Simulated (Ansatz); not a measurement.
## Run report: SiNH$_{6}$F, geometry relaxation (part 2 of 2)

The same run, continued: SiNH$_{6}$F; RKS revPBE-D4/def2-SVP (Ansatz 0.2.0). 

Geometry of the input (Å):
```
Si 0.4246  -0.0714  0.3184
F  0.1019  -0.9143  -1.4372
H  1.1543  -1.2996  0.6905
H  0.9282  0.9868  1.2485
N  -1.2443  0.1388  0.4656
H  0.8714  0.0119  -1.4137
H  1.3209  0.7036  -0.8947
H  -1.9189  -0.3393  -0.1044
H  -1.6381  0.7835  1.1270
```

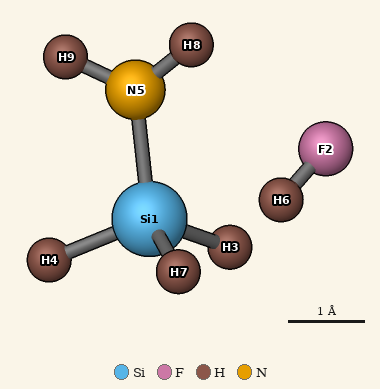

Fig. 1: The geometry at step 16 of the log (ball-and-stick view, seen at an oblique angle; atoms are numbered from 1 in the order of the input).

## Trajectory as extended XYZ, continued
```
9
Properties=species:S:1:pos:R:3:forces:R:3 step=6 energy=-12173.14205
Si    0.4536   -0.0520    0.3469    0.0927   0.2564   0.1287
F     0.0921   -0.9244   -1.4958    0.3340   0.3518  -0.1797
H     1.1887   -1.3076    0.7070   -0.0349   0.0263  -0.0273
H     0.9305    1.0072    1.3236   -0.0198  -0.0468   0.0031
N    -1.2532    0.1477    0.4697    0.0486  -0.0314  -0.0318
H     0.8437   -0.0213   -1.4676   -0.4752  -0.5732  -0.0754
H     1.3413    0.6980   -0.9050   -0.0354   0.0197   0.1970
H    -1.9278   -0.3431   -0.1187    0.0527   0.0273   0.0270
H    -1.6689    0.7956    1.1399    0.0373  -0.0302  -0.0416
9
Properties=species:S:1:pos:R:3:forces:R:3 step=7 energy=-12173.17571
Si    0.4638   -0.0393    0.3591    0.1098   0.3486   0.1755
F     0.0876   -0.9316   -1.5155    0.4897   0.5240  -0.2273
H     1.1953   -1.3024    0.7027   -0.0525   0.0407  -0.0333
H     0.9333    1.0117    1.3493   -0.0284  -0.0717  -0.0002
N    -1.2473    0.1497    0.4689    0.0780  -0.0405  -0.0401
H     0.8240   -0.0388   -1.4762   -0.6693  -0.8112  -0.1223
H     1.3290    0.6938   -0.8945   -0.0554   0.0162   0.2660
H    -1.9147   -0.3404   -0.1292    0.0767   0.0402   0.0418
H    -1.6711    0.7972    1.1353    0.0516  -0.0463  -0.0601
9
Properties=species:S:1:pos:R:3:forces:R:3 step=8 energy=-12173.24050
Si    0.4778   -0.0208    0.3778    0.1252   0.4571   0.2278
F     0.0817   -0.9433   -1.5475    0.6858   0.7652  -0.2628
H     1.2036   -1.2941    0.6997   -0.0782   0.0565  -0.0422
H     0.9371    1.0177    1.3871   -0.0364  -0.1004  -0.0145
N    -1.2389    0.1530    0.4684    0.1185  -0.0555  -0.0526
H     0.7954   -0.0631   -1.4911   -0.9096  -1.1259  -0.1929
H     1.3135    0.6881   -0.8812   -0.0844   0.0143   0.3601
H    -1.8956   -0.3361   -0.1434    0.1076   0.0554   0.0625
H    -1.6747    0.7985    1.1301    0.0715  -0.0666  -0.0854
9
Properties=species:S:1:pos:R:3:forces:R:3 step=9 energy=-12173.35799
Si    0.4976    0.0058    0.4081    0.1045   0.5627   0.2492
F     0.0712   -0.9615   -1.6016    0.9232   1.0822  -0.2341
H     1.2133   -1.2828    0.6990   -0.1153   0.0815  -0.0453
H     0.9438    1.0283    1.4403   -0.0451  -0.1398  -0.0430
N    -1.2271    0.1573    0.4692    0.1846  -0.0726  -0.0552
H     0.7551   -0.0987   -1.5141   -1.1686  -1.4779  -0.3045
H     1.2948    0.6826   -0.8617   -0.1325  -0.0157   0.4603
H    -1.8674   -0.3312   -0.1621    0.1511   0.0752   0.0924
H    -1.6812    0.8000    1.1231    0.0980  -0.0956  -0.1198
9
Properties=species:S:1:pos:R:3:forces:R:3 step=10 energy=-12173.54237
Si    0.5244    0.0437    0.4578    0.0030   0.5946   0.1578
F     0.0539   -0.9893   -1.7006    1.1255   1.4308  -0.0261
H     1.2237   -1.2660    0.7076   -0.1589   0.1109  -0.0283
H     0.9547    1.0479    1.5140   -0.0492  -0.1784  -0.0885
N    -1.2108    0.1622    0.4743    0.2932  -0.0854  -0.0313
H     0.6964   -0.1485   -1.5502   -1.3379  -1.7605  -0.4886
H     1.2749    0.6748   -0.8324   -0.2004  -0.0765   0.5372
H    -1.8252   -0.3266   -0.1840    0.1999   0.0945   0.1262
H    -1.6920    0.8018    1.1136    0.1247  -0.1301  -0.1585
9
Properties=species:S:1:pos:R:3:forces:R:3 step=11 energy=-12173.48053 accepted=F
Si    0.5564    0.0836    0.5261    0.1002   0.8904  -0.0416
F     0.0778   -0.9300   -1.8828   -4.0830  -5.2618  -2.1997
H     1.2465   -1.2452    0.7733   -0.2916   0.1629  -0.0345
H     0.9622    1.0810    1.6134   -0.0921  -0.3162  -0.2547
N    -1.1952    0.1663    0.4931    0.1740  -0.1182  -0.0202
H     0.5826   -0.2847   -1.6293    3.7891   4.8235   1.4763
H     1.2642    0.6494   -0.8120   -0.2600  -0.0816   1.0842
H    -1.7835   -0.3344   -0.1930    0.3564   0.2950   0.3804
H    -1.7111    0.8140    1.1113    0.3071  -0.3939  -0.3901
9
Properties=species:S:1:pos:R:3:forces:R:3 step=12 energy=-12173.77004
Si    0.5363    0.0812    0.4912    0.1715   0.3590   0.1591
F     0.0554   -0.9914   -1.7953    0.6112   0.7696  -0.0182
H     1.2081   -1.2445    0.7161   -0.1158   0.0433   0.0241
H     0.9623    1.0621    1.5485   -0.0041  -0.0406   0.0873
N    -1.1905    0.1637    0.4835    0.1314  -0.0743  -0.0115
H     0.6518   -0.2124   -1.5850   -0.8098  -1.0637  -0.5431
H     1.2508    0.6692   -0.7811   -0.0962   0.0089   0.3311
H    -1.7858   -0.3270   -0.1849    0.0979   0.0189   0.0236
H    -1.6883    0.7991    1.1069    0.0140  -0.0210  -0.0524
9
Properties=species:S:1:pos:R:3:forces:R:3 step=14 energy=-12173.93054
Si    0.5763    0.1545    0.5775   -0.0686  -0.1925   0.0306
F     0.0254   -1.0437   -1.9733   -0.7388  -0.9781  -0.3351
H     1.1869   -1.2088    0.7671   -0.0064   0.0620   0.0605
H     0.9764    1.0792    1.6849    0.0227   0.0527   0.0710
N    -1.1516    0.1563    0.5196   -0.0479   0.0482   0.1448
H     0.5474   -0.3098   -1.7652    0.6695   0.9266   0.1715
H     1.2292    0.6909   -0.6910    0.1011   0.1082  -0.0558
H    -1.6932   -0.3396   -0.1888    0.0721   0.0113  -0.0083
H    -1.6968    0.8209    1.0692   -0.0037  -0.0384  -0.0792
9
Properties=species:S:1:pos:R:3:forces:R:3 step=15 energy=-12173.93653
Si    0.5970    0.1620    0.5943   -0.0313   0.0409   0.1007
F    -0.0634   -1.0611   -2.0457   -0.0195   0.0300   0.1085
H     1.2206   -1.1917    0.8035   -0.0208   0.0267  -0.0002
H     0.9691    1.0873    1.7176   -0.0002  -0.0070   0.0116
N    -1.1318    0.1514    0.4997   -0.0097  -0.0066   0.0775
H     0.4722   -0.3524   -1.7233    0.0691   0.0694  -0.2049
H     1.2825    0.7348   -0.6554   -0.0880  -0.1352  -0.0307
H    -1.6469   -0.3260   -0.2420    0.0740   0.0165   0.0249
H    -1.6993    0.7958    1.0514    0.0265  -0.0347  -0.0874
9
Properties=species:S:1:pos:R:3:forces:R:3 step=16 energy=-12173.90447 accepted=F
Si    0.6035    0.1614    0.6028   -0.2559  -0.1389   0.0100
F    -0.0617   -1.0808   -1.9157    1.0052   1.5035  -0.0786
H     1.2030   -1.2052    0.8137    0.0331   0.1071  -0.0093
H     0.9724    1.0694    1.7521   -0.0119  -0.0257  -0.1402
N    -1.1325    0.1308    0.5193   -0.1602   0.1971   0.2049
H     0.4923   -0.2647   -1.8824   -1.0282  -1.5346   0.0358
H     1.2634    0.7145   -0.6701    0.0498   0.0238   0.0711
H    -1.6352   -0.3533   -0.2308    0.1703   0.0872   0.1076
H    -1.7052    0.8279    1.0112    0.1980  -0.2195  -0.2013
9
Properties=species:S:1:pos:R:3:forces:R:3 step=17 energy=-12173.96268
Si    0.5981    0.1553    0.6181    0.0197   0.0012   0.0212
F    -0.0949   -1.0288   -2.0468   -0.0109  -0.0063   0.0321
H     1.2231   -1.1942    0.8420   -0.0291   0.0165   0.0038
H     0.9682    1.0972    1.7275    0.0034   0.0050   0.0175
N    -1.1294    0.1185    0.5336   -0.0984   0.0424   0.1821
H     0.4762   -0.3169   -1.8074    0.0297   0.0527  -0.0588
H     1.2752    0.7035   -0.6417   -0.0043  -0.0438  -0.0571
H    -1.6221   -0.3748   -0.2114    0.0346   0.0020  -0.0461
H    -1.6944    0.8402    0.9860    0.0555  -0.0696  -0.0946
9
Properties=species:S:1:pos:R:3:forces:R:3 step=18 energy=-12173.97676
Si    0.6008    0.1479    0.6393    0.1514  -0.0603   0.0696
F    -0.1340   -0.9860   -2.0610    0.0230   0.0282   0.0023
H     1.2298   -1.1916    0.8995   -0.0204   0.0068  -0.0286
H     0.9653    1.1113    1.7320    0.0158   0.0295  -0.0037
N    -1.1274    0.0623    0.5871   -0.3581   0.0258  -0.0308
H     0.4484   -0.2730   -1.8507   -0.0179  -0.0228  -0.0091
H     1.2718    0.6640   -0.6368    0.0036   0.0218  -0.0417
H    -1.5821   -0.4082   -0.2037    0.1297   0.0377   0.0868
H    -1.6725    0.8733    0.8943    0.0729  -0.0668  -0.0447
9
Properties=species:S:1:pos:R:3:forces:R:3 step=19 energy=-12173.97851
Si    0.6016    0.1459    0.6491    0.1448  -0.0565   0.0603
F    -0.1522   -0.9681   -2.0734    0.0430   0.0437   0.0066
H     1.2296   -1.1926    0.9150   -0.0188   0.0077  -0.0280
H     0.9661    1.1174    1.7352    0.0149   0.0214  -0.0120
N    -1.1287    0.0478    0.6017   -0.1009   0.1600   0.2408
H     0.4414   -0.2649   -1.8599   -0.0391  -0.0431  -0.0042
H     1.2689    0.6552   -0.6326    0.0050   0.0250  -0.0282
H    -1.5619   -0.4211   -0.1897   -0.0618  -0.1928  -0.2569
H    -1.6648    0.8805    0.8547    0.0129   0.0347   0.0216
9
Properties=species:S:1:pos:R:3:forces:R:3 step=20 energy=-12173.97383 accepted=F
Si    0.6021    0.1496    0.6812   -0.0932  -0.0640  -0.1570
F    -0.1511   -0.9444   -2.0800   -0.0229  -0.0177   0.0037
H     1.1953   -1.2166    0.8772   -0.0045   0.0626   0.0359
H     1.0245    1.1062    1.7627   -0.0346  -0.0313  -0.0420
N    -1.1428    0.0448    0.6383    0.2478  -0.0223   0.1907
H     0.4029   -0.2326   -1.8008    0.0164   0.0140  -0.0117
H     1.2061    0.6791   -0.6303    0.1086   0.0126   0.0696
H    -1.4987   -0.5245   -0.1361   -0.0912   0.0534  -0.0517
H    -1.6383    0.9385    0.6878   -0.1264  -0.0072  -0.0374
9
Properties=species:S:1:pos:R:3:forces:R:3 step=21 energy=-12173.98280
Si    0.6018    0.1447    0.6652    0.0309  -0.0320   0.0023
F    -0.1604   -0.9471   -2.0930    0.0407   0.0457   0.0300
H     1.2172   -1.2033    0.9079   -0.0155   0.0229  -0.0056
H     0.9895    1.1191    1.7418   -0.0030  -0.0086  -0.0135
N    -1.1372    0.0360    0.6328   -0.1224   0.2200   0.0743
H     0.4290   -0.2530   -1.8398   -0.0379  -0.0393  -0.0194
H     1.2482    0.6620   -0.6266    0.0206   0.0050  -0.0095
H    -1.5339   -0.4727   -0.1634   -0.0023  -0.0244  -0.0314
H    -1.6542    0.9144    0.7750    0.0889  -0.1892  -0.0272
9
Properties=species:S:1:pos:R:3:forces:R:3 step=22 energy=-12173.98334
Si    0.5983    0.1490    0.6610    0.0269   0.0178  -0.0280
F    -0.1392   -0.9702   -2.0705   -0.0197  -0.0134  -0.0056
H     1.2057   -1.2048    0.8756   -0.0044  -0.0099   0.0153
H     0.9993    1.1035    1.7493   -0.0010   0.0019  -0.0021
N    -1.1410    0.0482    0.6368   -0.0882   0.0872   0.0177
H     0.4361   -0.2569   -1.8473    0.0160   0.0183   0.0125
H     1.2425    0.6820   -0.6270    0.0104   0.0059   0.0058
H    -1.5344   -0.4693   -0.1561   -0.0114  -0.0090  -0.0063
H    -1.6672    0.9184    0.7781    0.0714  -0.0988  -0.0093
9
Properties=species:S:1:pos:R:3:forces:R:3 step=23 energy=-12173.98357
Si    0.6002    0.1466    0.6560   -0.0117  -0.0016   0.0333
F    -0.1557   -0.9456   -2.0742    0.0120  -0.0036   0.0008
H     1.2054   -1.2058    0.8915    0.0012   0.0072  -0.0131
H     0.9974    1.1111    1.7373   -0.0035   0.0014  -0.0046
N    -1.1399    0.0433    0.6315    0.0391  -0.0223   0.0144
H     0.4404   -0.2560   -1.8276   -0.0106   0.0043  -0.0130
H     1.2507    0.6744   -0.6309    0.0052  -0.0142  -0.0066
H    -1.5368   -0.4800   -0.1554   -0.0075  -0.0015  -0.0158
H    -1.6618    0.9119    0.7717   -0.0241   0.0303   0.0045
9
Properties=species:S:1:pos:R:3:forces:R:3 step=24 energy=-12173.98340 accepted=F
Si    0.6013    0.1436    0.6593    0.0182  -0.0292   0.0110
F    -0.1425   -0.9562   -2.0764    0.0612   0.0986   0.0272
H     1.2075   -1.2073    0.9044   -0.0041   0.0181  -0.0055
H     0.9934    1.1185    1.7334   -0.0060  -0.0051  -0.0025
N    -1.1386    0.0411    0.6303    0.0093   0.0061   0.0005
H     0.4193   -0.2320   -1.8405   -0.0627  -0.1052  -0.0247
H     1.2575    0.6580   -0.6297   -0.0038   0.0102  -0.0045
H    -1.5392   -0.4758   -0.1593    0.0059  -0.0041  -0.0020
H    -1.6586    0.9100    0.7786   -0.0179   0.0106   0.0004
9
Properties=species:S:1:pos:R:3:forces:R:3 step=25 energy=-12173.98385
Si    0.6016    0.1462    0.6609    0.0001   0.0030  -0.0029
F    -0.1554   -0.9530   -2.0739    0.0063   0.0061   0.0002
H     1.2095   -1.2042    0.8969    0.0008  -0.0037   0.0025
H     0.9947    1.1147    1.7397   -0.0014  -0.0006  -0.0006
N    -1.1384    0.0419    0.6304   -0.0026  -0.0017  -0.0081
H     0.4276   -0.2492   -1.8370   -0.0047  -0.0065  -0.0029
H     1.2538    0.6665   -0.6283    0.0004   0.0023   0.0015
H    -1.5305   -0.4718   -0.1661   -0.0018   0.0010   0.0088
H    -1.6629    0.9089    0.7773    0.0029   0.0001   0.0015
```

## Results in brief

```json
{"quantity": "outcome", "value": "converged"}
{"quantity": "total energy", "value": "−12173.9839 eV"}
{"quantity": "mean-field energy", "value": "−12173.5990 eV"}
{"quantity": "dispersion energy", "value": "−0.3849 eV"}
{"quantity": "SCF solution under orbital rotations", "value": "stable"}
{"quantity": "largest force (length of the vector) at the end", "value": "0.009 eV/Å"}
{"quantity": "dipole moment", "value": "1.63 D"}
{"quantity": "hardware", "value": "2 threads of Arm Neoverse V2, 23 GiB of memory available, shared host"}
{"quantity": "wall time", "value": "23 s (CPU time 43 s)"}
{"quantity": "peak memory", "value": "0.4 GiB"}
```
